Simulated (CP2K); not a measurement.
**PM6 run of C2H6BNO (SMILES OB1CCN1)**

What is the vertical ionisation energy of C2H6BNO at PM6? 

The results are computed with CP2K 2026.2.

3 further runs of the same task are left out: 3 set aside as unsound or not needed.

### 1 The structure to begin with

C2H6BNO: 11 atoms, total charge 0, spin state singlet. SMILES: `OB1CCN1`. Geometry: relaxed at GFN2-xTB. This is one conformer, not always the lowest.

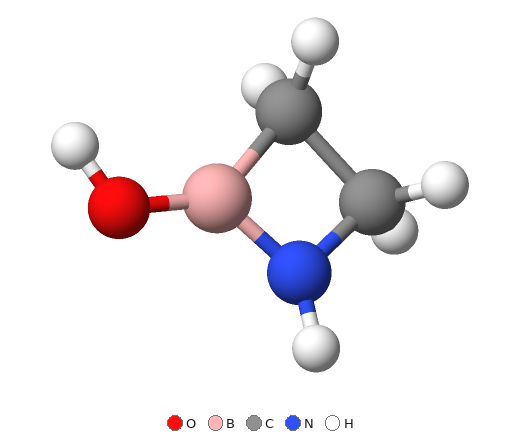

Viewed from a chosen angle; oxygen red, boron pink, carbon grey, nitrogen blue, hydrogen white.

### 2 A single-point energy at PM6

Contents of molecule.xyz:

```xyz
11

O     -2.143860     0.525660     0.556630
B     -0.884040     0.226480     0.173060
C      0.508760    -0.263660     0.807840
C      0.999150    -0.187410    -0.654820
N     -0.311000     0.252930    -1.099520
H     -2.319290     0.435110     1.491100
H      0.565190    -1.265850     1.225370
H      1.041790     0.412980     1.471240
H      1.303570    -1.147680    -1.083560
H      1.789300     0.549230    -0.833520
H     -0.549560     0.462210    -2.053810
```

Contents of calc.inp:

```
&FORCE_EVAL
 METHOD Quickstep
 &DFT
  CHARGE 0
  MULTIPLICITY 1
  &QS
   METHOD PM6
   EPS_DEFAULT 1.0E-10
   &SE
    &COULOMB
     CUTOFF [angstrom] 50
     RC_RANGE [angstrom] 0
    &END COULOMB
    &EXCHANGE
     CUTOFF [angstrom] 50
     RC_RANGE [angstrom] 0
    &END EXCHANGE
   &END SE
  &END QS
  &POISSON
   PERIODIC NONE
   POISSON_SOLVER ANALYTIC
  &END POISSON
  &SCF
   SCF_GUESS ATOMIC
   EPS_SCF 1.0E-07
   MAX_SCF 150
   ADDED_MOS 8
   &DIAGONALIZATION
    ALGORITHM STANDARD
   &END DIAGONALIZATION
   &MIXING
    METHOD DIRECT_P_MIXING
    ALPHA 0.4
   &END MIXING
  &END SCF
  &PRINT
   &MOMENTS
    PERIODIC F
    REFERENCE COM
    MAX_MOMENT 1
   &END MOMENTS
   &MO ON
    ENERGIES T
    OCCUPATION_NUMBERS T
    NDIGITS 6
    &EACH
     QS_SCF 0
    &END EACH
    ADD_LAST NUMERIC
   &END MO
   &HIRSHFELD OFF
   &END HIRSHFELD
  &END PRINT
 &END DFT
 &SUBSYS
  &CELL
   ABC [angstrom] 14.1 11.8 13.5
   PERIODIC NONE
  &END CELL
  &TOPOLOGY
   COORD_FILE_NAME molecule.xyz
   COORD_FILE_FORMAT XYZ
   &CENTER_COORDINATES
   &END CENTER_COORDINATES
  &END TOPOLOGY
 &END SUBSYS
&END FORCE_EVAL

&GLOBAL
 PROJECT_NAME calc
 RUN_TYPE ENERGY
 PRINT_LEVEL MEDIUM
&END GLOBAL
```

Launch:

```console
$ OMP_NUM_THREADS=1 cp2k.psmp calc.inp > calc.out
```

Log:

```text
CP2K| version string:                                       CP2K version 2026.2
[...]
 GLOBAL| Method name                                                        CP2K
[...]
 GLOBAL| Run type                                                         ENERGY
[...]
                             - Atoms:                                         11
[...]
                             - Spherical basis functions:                     26
[...]
 Number of electrons:                                                         28
[...]
     1 P_Mix/Diag. 0.40E+00    0.0     0.75790610       -23.6275819010 -2.36E+01
[...]
    22 DIIS/Diag.  0.47E-07    0.0     0.00000005       -31.4074646519  2.13E-14
  *** SCF run converged in    22 steps ***
  Core-core repulsion energy [eV]:                           2045.28580437849200
  Core Hamiltonian energy [eV]:                             -1392.95521872667700
  Two-electron integral energy [eV]:                        -3013.94232451309881
  Electronic energy [eV]:                                   -2899.92638098322641
  Total energy [eV]:                                         -854.64057660473441
  Atomic reference energy [eV]:                               851.24474950274805
  Heat of formation [kcal/mol]:                               -78.30963951867521
[...]
 SE_DIPOLE| Moment [Debye]         -1.28769919       0.43329553      -0.43451279
 SE_DIPOLE| Derivative [a.u.]       0.00000000       0.00000000       0.00000000
 ENERGY| Total FORCE_EVAL ( QS ) energy [hartree]            -31.407464651924265
[...]
```

Run time: 0.45 s. Hardware: 1 thread of Arm Neoverse N1, shared host; peak memory 0.14 GiB.

### 3 The doublet cation at the same level

molecule.xyz is that of step 2.

Contents of qs.inp:

```
&GLOBAL
   PROJECT qs
   RUN_TYPE ENERGY
   PRINT_LEVEL MEDIUM
&END GLOBAL

&FORCE_EVAL
   METHOD QUICKSTEP
   &DFT
      CHARGE 1
      MULTIPLICITY 2
      SPIN_POLARIZED T
      &QS
         METHOD PM6
         EPS_DEFAULT 1.0E-10
         &SE
            &COULOMB
               CUTOFF [angstrom] 50
               RC_RANGE [angstrom] 0
            &END COULOMB
            &EXCHANGE
               CUTOFF [angstrom] 50
               RC_RANGE [angstrom] 0
            &END EXCHANGE
         &END SE
      &END QS
      &POISSON
         PERIODIC NONE
         POISSON_SOLVER ANALYTIC
      &END POISSON
      &SCF
         SCF_GUESS ATOMIC
         EPS_SCF 1.0E-07
         MAX_SCF 80
         ADDED_MOS 8
         &DIAGONALIZATION
            ALGORITHM STANDARD
         &END DIAGONALIZATION
         &MIXING
            METHOD DIRECT_P_MIXING
            ALPHA 0.4
         &END MIXING
      &END SCF
      &PRINT
         &MOMENTS
            PERIODIC F
            REFERENCE COM
            MAX_MOMENT 1
         &END MOMENTS
         &MO ON
            ENERGIES T
            OCCUPATION_NUMBERS T
            NDIGITS 6
            &EACH
               QS_SCF 0
            &END EACH
            ADD_LAST NUMERIC
         &END MO
         &HIRSHFELD OFF
         &END HIRSHFELD
      &END PRINT
   &END DFT
   &SUBSYS
      &CELL
         ABC 14.1 11.8 13.5
         PERIODIC NONE
      &END CELL
      &TOPOLOGY
         COORD_FILE_NAME molecule.xyz
         COORD_FILE_FORMAT XYZ
         &CENTER_COORDINATES
         &END CENTER_COORDINATES
      &END TOPOLOGY
   &END SUBSYS
&END FORCE_EVAL
```

Launch:

```console
$ OMP_NUM_THREADS=1 cp2k.psmp -i qs.inp -o qs.out
```

Log:

```text
CP2K| version string:                                       CP2K version 2026.2
[...]
 GLOBAL| Method name                                                        CP2K
[...]
 GLOBAL| Run type                                                         ENERGY
[...]
                             - Atoms:                                         11
[...]
                             - Spherical basis functions:                     26
[...]
 Number of electrons:                                                         14
[...]
     1 P_Mix/Diag. 0.40E+00    0.0     0.37130681       -23.2115692113 -2.32E+01
[...]
    24 DIIS/Diag.  0.64E-07    0.0     0.00000007       -31.0887554019  7.11E-14
  *** SCF run converged in    24 steps ***
  Core-core repulsion energy [eV]:                           2045.28580437849200
  Core Hamiltonian energy [eV]:                             -1359.15646937818997
  Two-electron integral energy [eV]:                        -3064.19478372789217
  Electronic energy [eV]:                                   -2891.25386124213628
  Total energy [eV]:                                         -845.96805686364416
  Atomic reference energy [eV]:                               851.24474950274805
  Heat of formation [kcal/mol]:                               121.68343263923855
[...]
 SE_DIPOLE| Moment [Debye]         -1.55176041       0.18225432       1.74938513
 SE_DIPOLE| Derivative [a.u.]       0.00000000       0.00000000       0.00000000
 ENERGY| Total FORCE_EVAL ( QS ) energy [hartree]            -31.088755401898354
[...]
```

It took 0.49 s on 1 thread of Arm Neoverse N1, shared host; peak memory 0.14 GiB.

### 4 What came out

Level: PM6.

```
                                          quantity           value
                     singlet C2H6BNO: total energy    -31.40746 Eh
                    singlet C2H6BNO: dipole moment          1.43 D
                      singlet C2H6BNO: HOMO energy        -9.32 eV
                      singlet C2H6BNO: LUMO energy         1.94 eV
                    singlet C2H6BNO: HOMO–LUMO gap        11.26 eV
                singlet C2H6BNO: heat of formation  -78.3 kcal/mol
                      doublet cation: total energy    -31.08876 Eh
doublet cation: HOMO energy (highest over α and β)       -16.47 eV
 doublet cation: LUMO energy (lowest over α and β)        -8.14 eV
                 doublet cation: heat of formation  121.7 kcal/mol
vertical ionisation energy (to the doublet cation)        8.673 eV
```

In words: Removing an electron at fixed nuclei costs 8.67 eV (200 kcal/mol).
